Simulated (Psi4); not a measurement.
# r2SCAN/def2-TZVP run of AlHCl2 (SMILES [H][Al]([Cl])[Cl])

Aim: the vertical ionisation energy of AlHCl2 at r2SCAN/def2-TZVP, from 2 runs. 

Program for the calculation: Psi4 1.11.

2 further runs of the same task are left out: 2 set aside as unsound or not needed.

## 1. The system as given

AlHCl2 has 4 atoms, charge 0, and is taken as a singlet. SMILES: `[H][Al]([Cl])[Cl]`. Geometry: a GFN2-xTB relaxation, a rough one for these elements and not checked as a minimum.

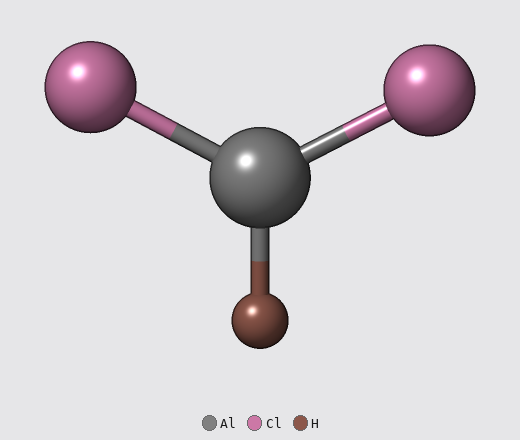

The structure, seen from a chosen angle (aluminium grey, chlorine pink, hydrogen brown).

## 2. Energy and forces at r2SCAN/def2-TZVP

Input file input.inp:

```
memory 1600 MB

molecule system {
  0 1
  Al    -0.047750    -0.080660    -0.000420
  Cl     1.971850    -0.182600     0.014280
  Cl    -1.095680     1.649890    -0.015830
  H     -0.828410    -1.386630     0.001980
  units angstrom
  symmetry c1
}

set {
  reference rks
  puream true
  e_convergence 1e-09
  d_convergence 1e-08
  scf_type pk
  dft_radial_points 99
  dft_spherical_points 590
}

E, wfn = gradient("r2scan/def2-TZVP", return_wfn=True)
oeprop(wfn, "MULLIKEN_CHARGES", "LOWDIN_CHARGES", "WIBERG_LOWDIN_INDICES")
```

Command:

```bash
$ psi4 -n 1 input.inp input.out
```

input.out, shortened:

```text
[...]
  Running in c1 symmetry.
[...]
  Nuclear repulsion =  168.858064411667328
[...]
  Multiplicity = 1
[...]
  Nalpha       = 24
  Nbeta        = 24
[...]
    Number of basis functions: 117
[...]
   @RKS iter   1: -1163.42016687376645   -1.30373e-01   4.47735e-03 ADIIS/DIIS
[...]
   @RKS iter  10: -1163.51080021651023   -1.31877e-11   7.98170e-09 DIIS
[...]
    Orbital Energies [Eh]
    ---------------------
    Doubly Occupied:
       1A   -101.188489     2A   -101.188382     3A    -55.796510
       4A     -9.367786     5A     -9.367663     6A     -7.107416
       7A     -7.107297     8A     -7.105197     9A     -7.105073
      10A     -7.104189    11A     -7.104066    12A     -4.109025
      13A     -2.651206    14A     -2.644855    15A     -2.642277
      16A     -0.798045    17A     -0.786849    18A     -0.428410
      19A     -0.370767    20A     -0.348884    21A     -0.336381
      22A     -0.321299    23A     -0.312252    24A     -0.300963
[...]
  @RKS Final Energy: -1163.51080021651023
   => Energetics <=
    Nuclear Repulsion Energy =            168.8580644116673284
    One-Electron Energy =               -1945.6147619121263688
    Two-Electron Energy =                 688.8415499016981585
    DFT Exchange-Correlation Energy =     -75.5956526177492094
    Empirical Dispersion Energy =           0.0000000000000000
    VV10 Nonlocal Energy =                  0.0000000000000000
    Total Energy =                      -1163.5108002165102334
[...]
 Multipole Moments:
 ------------------------------------------------------------------------------------
     Multipole            Electronic (a.u.)      Nuclear  (a.u.)        Total (a.u.)
 ------------------------------------------------------------------------------------
 L = 1.  Multiply by 2.5417464519 to convert [e a0] to [Debye]
 Dipole X            :          0.9121806           -1.0041961           -0.0920155
 Dipole Y            :          1.5227898           -1.6807464           -0.1579566
 Dipole Z            :         -0.0034356            0.0024832           -0.0009524
 Magnitude           :                                                    0.1828060
[...]
  -Total Gradient:
     Atom            X                  Y                   Z
    ------   -----------------  -----------------  -----------------
       1        0.007578912740     0.012018855520    -0.000045332778
       2       -0.023674769424    -0.001954741623    -0.000139094293
       3        0.009299801683    -0.021444670331     0.000183601113
       4        0.006960073546     0.011665727823     0.000001335430
[...]
  Mulliken Charges: (a.u.)
   Center  Symbol    Alpha    Beta     Spin     Total
       1    AL     6.22934  6.22934  0.00000  0.54132
       2    CL     8.60818  8.60818  0.00000 -0.21636
       3    CL     8.60844  8.60844  0.00000 -0.21688
       4     H     0.55404  0.55404  0.00000 -0.10808
   Total alpha = 24.00000, Total beta = 24.00000, Total charge =  0.00000
  Lowdin Charges: (a.u.)
   Center  Symbol    Alpha    Beta     Spin     Total
       1    AL     6.80770  6.80770  0.00000 -0.61541
       2    CL     8.31368  8.31368  0.00000  0.37264
[...]
```

It took 22 s on 1 thread of Intel Xeon 6975P-C (Granite Rapids), shared host; peak memory 0.7 GiB.

## 3. The doublet cation

Input file alcl2h.py:

```python
import psi4

psi4.set_memory(1600000000)
psi4.set_num_threads(1)
psi4.core.set_output_file('output.dat', False)

mol = psi4.geometry("""
1 2
Al
Cl 1 2.022225
Cl 1 2.023165 2 124.08814
H 1 1.52151 2 117.97825 3 -179.9215
symmetry c1
no_reorient
no_com
""")

options = {'basis': 'def2-TZVP', 'reference': 'uks', 'puream': True, 'e_convergence': 1e-09, 'd_convergence': 1e-08, 'scf_type': 'pk', 'dft_radial_points': 99, 'dft_spherical_points': 590, 'maxiter': 200}
psi4.set_options(options)

energy_value, wavefunction = psi4.gradient("r2scan", molecule=mol, return_wfn=True)
psi4.oeprop(wavefunction, "MAYER_INDICES", "WIBERG_LOWDIN_INDICES", "DIPOLE", title="R2SCAN")
print('gradient / Eh bohr^-1')
print(energy_value.np.round(6))
print(f'energy = {wavefunction.energy():.10f} Eh')
```

Command:

```bash
$ python alcl2h.py
```

output.dat, shortened:

```text
[...]
  Running in c1 symmetry.
[...]
  Nuclear repulsion =  168.858061372534621
[...]
  Multiplicity = 2
[...]
  Nalpha       = 24
  Nbeta        = 23
[...]
    Number of basis functions: 117
[...]
   @UKS iter   1: -1163.03894557247827    2.50848e-01   3.39741e-03 ADIIS/DIIS
[...]
   @UKS iter  20: -1163.09874456963530   -1.36424e-12   4.74082e-10 DIIS
[...]
   @S^2 Observed:                7.592779927E-01
[...]
  @UKS Final Energy: -1163.09874456963530
   => Energetics <=
    Nuclear Repulsion Energy =            168.8580613725346211
    One-Electron Energy =               -1933.7877439449221129
    Two-Electron Energy =                 677.0886143029740651
    DFT Exchange-Correlation Energy =     -75.2576763002218883
    Empirical Dispersion Energy =           0.0000000000000000
    VV10 Nonlocal Energy =                  0.0000000000000000
    Total Energy =                      -1163.0987445696353006
[...]
  -Total Gradient:
     Atom            X                  Y                   Z
    ------   -----------------  -----------------  -----------------
       1       -0.000025199853    -0.023785659214    -0.012363517306
       2       -0.000005401314     0.006715823262    -0.020636874951
       3       -0.000005377915    -0.013068147114     0.016966115739
       4        0.000035147353     0.030224825949     0.016076335818
[...]
 Multipole Moments:
 ------------------------------------------------------------------------------------
     Multipole            Electronic (a.u.)      Nuclear  (a.u.)        Total (a.u.)
 ------------------------------------------------------------------------------------
 L = 1.  Multiply by 2.5417464519 to convert [e a0] to [Debye]
 Dipole X            :          0.0022028           -0.0017603            0.0004424
 Dipole Y            :          0.8525805           -1.7292551           -0.8766746
 Dipole Z            :          0.4517340           -0.9181488           -0.4664148
 Magnitude           :                                                    0.9930264
[...]
```

The script printed:

```text
gradient / Eh bohr^-1
[[-2.5000e-05 -2.3786e-02 -1.2364e-02]
 [-5.0000e-06  6.7160e-03 -2.0637e-02]
 [-5.0000e-06 -1.3068e-02  1.6966e-02]
 [ 3.5000e-05  3.0225e-02  1.6076e-02]]
energy = -1163.0987445696 Eh
```

Wall time 44 s (1 thread of Intel Xeon 6975P-C (Granite Rapids), shared host); peak memory 0.7 GiB.

## 4. Outcome

Level: r2SCAN/def2-TZVP.

```
                                          quantity           value
                      singlet AlHCl2: total energy  -1163.51080 Eh
                     singlet AlHCl2: dipole moment          0.46 D
                       singlet AlHCl2: HOMO energy        -8.19 eV
                       singlet AlHCl2: LUMO energy        -1.64 eV
                     singlet AlHCl2: HOMO–LUMO gap         6.54 eV
          singlet AlHCl2: largest force on an atom      1.222 eV/Å
                      doublet cation: total energy  -1163.09874 Eh
doublet cation: HOMO energy (highest over α and β)       -14.45 eV
 doublet cation: LUMO energy (lowest over α and β)       -14.19 eV
                              doublet cation: ⟨S²⟩           0.759
          doublet cation: largest force on an atom      1.760 eV/Å
vertical ionisation energy (to the doublet cation)       11.213 eV
```

What this shows: The vertical ionisation energy comes to 11.21 eV (1082 kJ/mol). The largest force (singlet AlHCl2) is 1.22 eV/Å: the shape isn't a stationary point for this species at this level. The negative HOMO energy of the first species, 8.19 eV, lies 3.02 eV below that difference. Mulliken charges (singlet AlHCl2) run from -0.22 on Cl3 to +0.54 on Al1.
